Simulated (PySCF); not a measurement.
C$_{4}$H$_{5}$F$_{3}$S (SMILES C=C([S+]C)C(F)(F)F) (charge +1, doublet)

```xyz
13

C    -1.6504    1.2990   -0.6405
C    -0.6283    0.5141   -0.2554
S     1.0086    1.0871   -0.4894
C     2.1032   -0.1699    0.1335
C    -0.8809   -0.8573    0.3690
F    -2.1690   -1.1240    0.4532
F    -0.2965   -1.8179   -0.3564
F    -0.3550   -0.9216    1.5975
H    -2.6800    0.9888   -0.5230
H    -1.4794    2.2693   -1.0813
H     1.9826   -1.1073   -0.4141
H     1.9241   -0.3643    1.1932
H     3.1167    0.2045   -0.0039
```

Geometry: GFN2-xTB.

Computed with PySCF, UKS B3LYP, pcH-1 on C F H S, non-relativistic, mean-field spin-orbit, GIAO.

What can the converged electron density, electron localisation function and spin density tell about the bonding?

C–F (1.32 Å): ρ is about 2.5 e/Å³ halfway; the ELF peaks at about 0.85 between the atoms, as expected for a polar covalent bond.
C–C (1.35 Å): ρ is about 2.3 e/Å³ halfway; the ELF peaks at about 0.95 between the atoms; a multiple bond.
C–S (1.75 Å): the density is about 1.4 e/Å³ at the midpoint; the ELF peaks at about 0.90 between the atoms: a shared electron pair.
C–H (1.08 Å): ρ at the midpoint is about 2.1 e/Å³; the ELF climbs to about 1 towards the hydrogen, as it does in any bond to H; an ordinary covalent bond to hydrogen.
The unpaired spin (1 electron) lies mostly on S3 (about 0.6) and C1 (about 0.3), in electrons by Hirshfeld's partition.

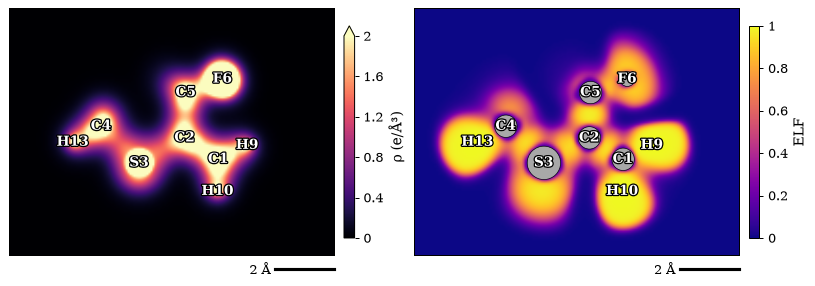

Computed electron density and electron localisation function on the plane of atoms C2, C5 and F6, in this order. Grey discs cover the atomic cores in the ELF map. 
